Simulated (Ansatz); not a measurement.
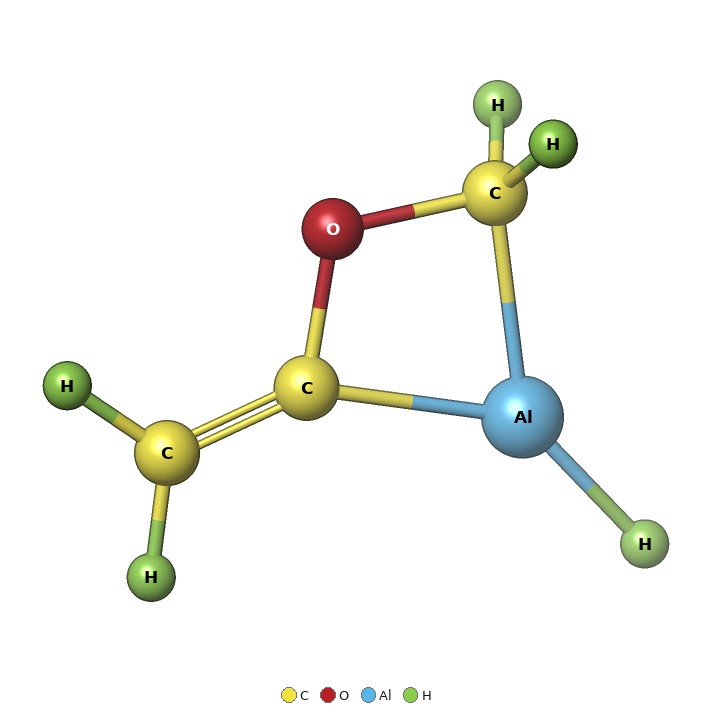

Distant atoms are faded towards the background colour. Computed geometry: PBE0-D4/def2-TZVP optimisation.

### List the symmetry elements and name the point group.

It has 1 mirror plane, so the point group is Cs. The group has 2 operations. The geometry is achiral, and symmetry allows a dipole moment.
